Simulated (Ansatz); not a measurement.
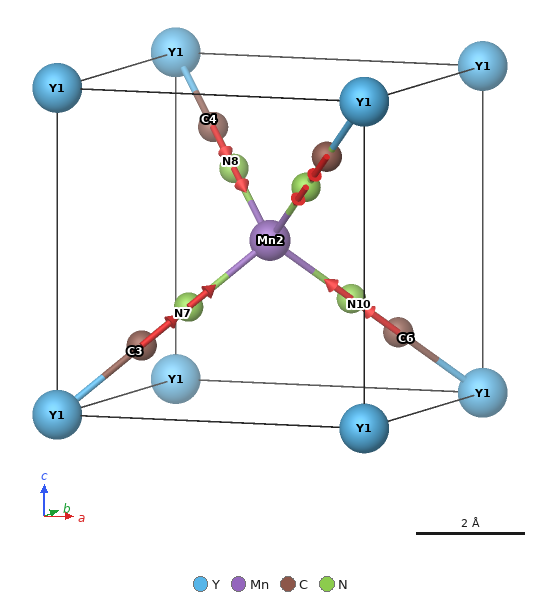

This is a relaxation of solid YMnC$_{4}$N$_{4}$ (a generated structure, set up in P-43m) (coarse preliminary run). The starting structure is drawn; red arrows show the displacements (the part carried along by the change of the cell is left out), magnified 5 times.

The picture is a ball-and-stick view of the cell of the calculation, seen slightly off an axis.

Method: Ansatz, DFT PBE, scalar-relativistic, plane waves, PAW. (plane-wave cutoff 420 eV; k-point mesh 4 × 4 × 4; occupations gaussian; smearing width 0.1 eV; collinear spin; cell and atoms relaxed; force threshold 0.04 eV/Å; at most 70 steps)

Question: Which element moves most?

Answer: Carbon: up to 0.19 Å, against 0.14 Å for nitrogen.

Question: What happened in the run?

Answer: The largest moves relative to the cell, 0.19 Å, are those of C atoms. Largest moves by element: C 0.19 Å, N 0.14 Å. Mn and Y stay in place. The drawn cell changes as follows: a = b = c 6.127 → 6.415 Å (+4.7 %); the volume changes by +14.8 %. Among the contacts that change: N–Y 3.276 → 3.568 Å, C–Y 2.106 → 2.393 Å, Mn–N 2.030 → 1.987 Å, C–N 1.170 → 1.176 Å. The space group stays P-43m (No. 215). After 4 accepted moves (6 points after the start) the energy has fallen by 211 meV per atom. Largest force component: 1.9 eV/Å at the start, 0.0086 eV/Å at the end. The pressure goes from 8.42 to 0.05 GPa. At 2 points the geometry stayed and the basis and grid were re-selected for the new cell (energy shift of 8.5 meV per atom at most each time).
